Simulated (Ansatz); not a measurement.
# SiBr+ (singlet): one geometry, many settings

Aim: run SiBr+ (singlet) at one geometry under a spread of methods and options, and see what each costs and gives.

Computed with Ansatz 0.2.0, Gaussian basis. Level: the settings change from run to run.

11 further runs of the same task are left out: 2 for a known fault of the program, 3 that didn't finish, 6 set aside as unsound or not needed. Runs told in other sessions of the task aren't counted.

## Step 1: The geometry

The geometry is a PBE0/def2-TZVP stationary point (not a proven minimum) of the parent state, kept for this charge and spin. No spin-orbit coupling is included. The filled d shell of Br may be among the frozen orbitals whatever the setting's name suggests.

2 atoms, charge 1, spin multiplicity 1.

Atoms are counted from 1 here; the program's logs count them from 0.

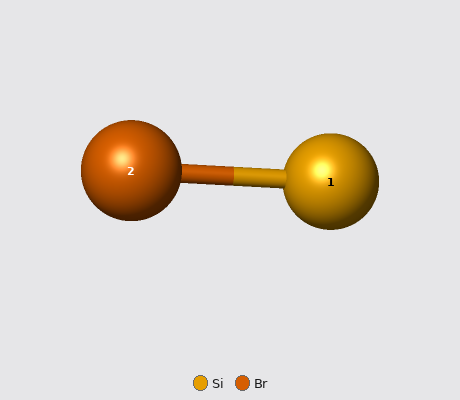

The structure; silicon amber, bromine orange; atoms are numbered from 1 in the order of the file.

## Step 2: CISD/cc-pVDZ

Contents of in.yaml:

```yaml
crystal:
  periodic: [false, false, false]
  atoms:
    - {symbol: Si, position_ang: [0.000000, 0.000000, 0.000000]}
    - {symbol: Br, position_ang: [0.000000, 0.000000, 2.143900]}
basis:
  gaussian: {orbitals: cc-pVDZ}
total_charge: 1
correlation: {active_space: {ras: {orbitals: [5, 0, 21], electrons: 10, max_holes: 2, max_particles: 2}, fixed_orbitals: true}}
scf: {lower_state_search: off}
```

Started as:

```sh
$ ansatz run in.yaml --threads 1 --pin off --events-out ev --progress --plain --max-ram 2393MiB
```

The log of the run:

```text
Functional definition: HF
  name "HF"
  cite "Fock, Z. Phys. 61, 126 (1930) doi:10.1007/BF01340294"
  parent pbe
  exchange = exact_x
  correlation = 0
these checks for a lower state are left out or cut short: stability, starts, cluster_reference, orbital_swaps, neighbouring_geometries, increment
500 factors; integrals over basis functions are off by at most 8.9e-4 eV
mean field evaluation 1: about -77850.8986 eV, gradient 2.3e1 eV
mean field evaluation 2: about -77850.9021 eV, gradient 2.3e1 eV
mean field evaluation 4: about -77853.0307 eV, gradient 1.4e0 eV
mean field evaluation 8: about -77853.0482 eV, gradient 3.1e-4 eV
mean field -77853.04823601 eV, -2861.0467519819 hartree, gradient 2.1e-6 eV, S^2 0.000000; 0 other end points of the search recorded, 0 dependent functions left out
reference -77853.04823601 eV, -2861.0467519819 hartree; 24, 24 occupied and 21, 21 virtual orbitals, 500 factors
state -77858.05283577 eV, -2861.2306676309 hartree
Total energy: -77858.05283577 eV, -2861.2306676309 hartree
Checks for a lower state left out: stability, starts, cluster_reference, orbital_swaps, neighbouring_geometries, increment
```

Run time: 1.1 s. Hardware: 1 thread of Arm Neoverse V1, shared host.

From the report: 4,140 determinants.

## Step 3: CCSD(T) on RHF/6-31G

Contents of in.yaml:

```yaml
crystal:
  periodic: [false, false, false]
  atoms:
    - {symbol: Si, position_ang: [0.000000, 0.000000, 0.000000]}
    - {symbol: Br, position_ang: [0.000000, 0.000000, 2.143900]}
basis:
  gaussian: {orbitals: 6-31G, fitting: {mean_field: def2-universal-jkfit}}
total_charge: 1
magnetization: {spin_polarized: false}
correlation: {method: ccsd_t, electrons: valence}
```

Launched as before.

The log of the run, shortened:

```text
Functional definition: HF
  name "HF"
  cite "Fock, Z. Phys. 61, 126 (1930) doi:10.1007/BF01340294"
  parent pbe
[...]
394 factors; integrals over basis functions are off by at most 9.9e-4 eV
[...]
mean field -77842.11150725 eV, -2860.6448346130 hartree, gradient 5.4e-7 eV, S^2 0.000000; 0 other end points of the search recorded, 0 dependent functions left out
14 core orbitals not correlated: weight in the atoms' cores, before any rotation towards them, 1.000 or more for the frozen orbitals, at most 0.000 for the correlated occupied ones
reference -77842.11150725 eV, -2860.6448346130 hartree; 10, 10 occupied and 18, 18 virtual orbitals, 394 factors
second order -5.91755730 eV of doubles, -0.00000000 eV of singles
cycle   1  -5.79899957 eV  change    1.2e-1 eV  update   1.1e-1
[...]
cycle   9  -6.08201576 eV  change    6.0e-7 eV  update   7.2e-6
perturbative correction -0.15768946 eV, -0.0057949809 hartree
Total energy: -77848.35121247 eV, -2860.8741395507 hartree
```

Run time: 0.57 s. Hardware: 1 thread of Arm Neoverse V1, shared host.

From the report: correlation -6.2397 eV; T1 0.021; largest double amplitude 0.07.

## Step 4: CCSDT(Q)/B on RHF/cc-pVDZ

Contents of in.yaml:

```yaml
crystal:
  periodic: [false, false, false]
  atoms:
    - {symbol: Si, position_ang: [0.000000, 0.000000, 0.000000]}
    - {symbol: Br, position_ang: [0.000000, 0.000000, 2.143900]}
basis:
  gaussian: {orbitals: cc-pVDZ}
total_charge: 1
magnetization: {spin_polarized: false}
correlation: {method: ccsdt_q_b, electrons: outside_noble_gas}
scf: {lower_state_search: light}
output: {forces: true}
```

The command is unchanged.

The log of the run, shortened:

```text
Functional definition: HF
  name "HF"
  cite "Fock, Z. Phys. 61, 126 (1930) doi:10.1007/BF01340294"
  parent pbe
[...]
842 factors; integrals over basis functions are off by at most 1.6e-7 eV
[...]
mean field -77853.04829232 eV, -2861.0467540512 hartree, gradient 1.6e-6 eV, S^2 0.000000; 0 other end points of the search recorded, 0 dependent functions left out
19 core orbitals not correlated: weight in the atoms' cores, before any rotation towards them, 1.000 or more for the frozen orbitals, at most 0.000 for the correlated occupied ones
reference -77853.04829232 eV, -2861.0467540512 hartree; 5, 5 occupied and 21, 21 virtual orbitals, 842 factors
second order -4.76017050 eV of doubles, -0.00000000 eV of singles
cycle   1  -5.14488949 eV  change   -3.8e-1 eV  update   1.0e-1
[...]
cycle  14  -5.63612745 eV  change   -5.5e-7 eV  update   4.4e-7
perturbative correction -0.01135260 eV, -0.0004172002 hartree
[...]
Total energy: -77858.69577236 eV, -2861.2542951149 hartree
Atom 0 at     0.000000     0.000000     0.000000 Å, force     0.000000    -0.000000    -0.038919 eV/Å
Atom 1 at     0.000000     0.000000     2.143900 Å, force    -0.000000    -0.000000     0.038919 eV/Å
Dipole moment:    -0.000000     0.000000    -0.956304 e Å
```

Run time: 17 s. Hardware: 1 thread of Arm Neoverse V1, shared host; peak memory 0.3 GiB.

From the report: correlation -5.6475 eV; T1 0.026; largest double amplitude 0.07.

## Step 5: BCCD(T) on UHF/cc-pVDZ

Contents of in.yaml:

```yaml
crystal:
  periodic: [false, false, false]
  atoms:
    - {symbol: Si, position_ang: [0.000000, 0.000000, 0.000000]}
    - {symbol: Br, position_ang: [0.000000, 0.000000, 2.143900]}
basis:
  gaussian: {orbitals: cc-pVDZ}
total_charge: 1
magnetization: {spin_polarized: true, initial_magnetization: 0}
correlation: {method: bccd_t, electrons: outside_noble_gas}
scf: {lower_state_search: full}
```

Launched as before.

The log of the run, shortened:

```text
Functional definition: HF
  name "HF"
  cite "Fock, Z. Phys. 61, 126 (1930) doi:10.1007/BF01340294"
  parent pbe
[...]
500 factors; integrals over basis functions are off by at most 8.9e-4 eV
[...]
mean field -77853.04823601 eV, -2861.0467519819 hartree, gradient 3.0e-6 eV, S^2 0.000000; 2 other end points of the search recorded, 0 dependent functions left out
19 core orbitals not correlated: weight in the atoms' cores, before any rotation towards them, 1.000 or more for the frozen orbitals, at most 0.000 for the correlated occupied ones
reference -77853.04823601 eV, -2861.0467519819 hartree; 5, 5 occupied and 21, 21 virtual orbitals, 500 factors
second order -4.76016516 eV of doubles, -0.00000000 eV of singles
cycle   1  -5.14967324 eV  change   -3.9e-1 eV  update   9.1e-2
[...]
cycle  10  -5.38261370 eV  change    7.2e-6 eV  update   3.3e-6
perturbative correction -0.22923818 eV, -0.0084243476 hartree
Total energy: -77858.66008788 eV, -2861.2529837345 hartree
```

Run time: 2 s. Hardware: 1 thread of Arm Neoverse V1, shared host.

From the report: ⟨S²⟩ of the determinant 0.000 (pure singlet: 0.00); correlation -5.6119 eV; largest double amplitude 0.07.

## Step 6: BCCD on UHF/cc-pVDZ

Changes to in.yaml since step 5:

```diff
@@ -9,3 +9,4 @@
 magnetization: {spin_polarized: true, initial_magnetization: 0}
-correlation: {method: bccd_t, electrons: outside_noble_gas}
-scf: {lower_state_search: full}
+correlation: {method: bccd, electrons: outside_noble_gas}
+accuracy: high
+output: {forces: true}
```

Launched as before.

The log of the run, shortened:

```text
Functional definition: HF
  name "HF"
  cite "Fock, Z. Phys. 61, 126 (1930) doi:10.1007/BF01340294"
  parent pbe
[...]
828 factors; integrals over basis functions are off by at most 4.6e-9 eV
[...]
mean field -77853.04829238 eV, -2861.0467540536 hartree, gradient 4.4e-8 eV, S^2 0.000000; 4 other end points of the search recorded, 0 dependent functions left out
19 core orbitals not correlated: weight in the atoms' cores, before any rotation towards them, 1.000 or more for the frozen orbitals, at most 0.000 for the correlated occupied ones
reference -77853.04829238 eV, -2861.0467540536 hartree; 5, 5 occupied and 21, 21 virtual orbitals, 828 factors
second order -4.76017052 eV of doubles, -0.00000000 eV of singles
cycle   1  -5.14967588 eV  change   -3.9e-1 eV  update   9.1e-2
[...]
cycle  20  -5.38261624 eV  change  -8.0e-10 eV  update  5.9e-10
[...]
Total energy: -77858.43090862 eV, -2861.2445615519 hartree
Atom 0 at     0.000000     0.000000     0.000000 Å, force     0.000000     0.000000     0.223731 eV/Å
Atom 1 at     0.000000     0.000000     2.143900 Å, force    -0.000000    -0.000000    -0.223731 eV/Å
Dipole moment:     0.000000     0.000000    -1.012177 e Å
```

Wall time 7.5 s (1 thread of Arm Neoverse V1, shared host).

From the report: ⟨S²⟩ of the determinant 0.000 (pure singlet: 0.00); correlation -5.3826 eV; largest double amplitude 0.07.

## Step 7: All runs side by side

Where basis and cores are those of an earlier RCCSDTQ/cc-pVDZ run (-77858.6995 eV), and the records show the same count of frozen orbitals and kind of state, the miss against it is given; a blank cell means that this couldn't be shown.

```
                    level         correlated  functions  energy (eV)  from RCCSDTQ (meV)    time
             CISD/cc-pVDZ  outside noble gas         45  -77858.0528               646.7   1.1 s
     CCSD(T) on RHF/6-31G            valence         42  -77848.3512                      0.57 s
CCSDT(Q)/B on RHF/cc-pVDZ  outside noble gas         45  -77858.6958                 3.7    17 s
   BCCD(T) on UHF/cc-pVDZ  outside noble gas         45  -77858.6601                39.4     2 s
      BCCD on UHF/cc-pVDZ  outside noble gas         45  -77858.4309               268.6   7.5 s
```

## Step 8: Summary of results

| quantity | value |
| --- | --- |
| runs | 5 |
| quickest | CCSD(T) on RHF/6-31G, 0.57 s |
| slowest | CCSDT(Q)/B on RHF/cc-pVDZ, 17 s |

In words: Total energies in different bases, with other cores or another treatment of relativity can't be set against each other. «valence» and «outside noble gas» are the program's key words; the logs give how many orbitals each freezes, and for Ga to Kr the 3d shell needn't follow the word's plain sense. CCSDT(Q)/B on RHF/cc-pVDZ took 30 times as long as CCSD(T) on RHF/6-31G; the jobs differ in more than the method. Among the correlated runs with a miss given, it spans +4 to +647 meV.
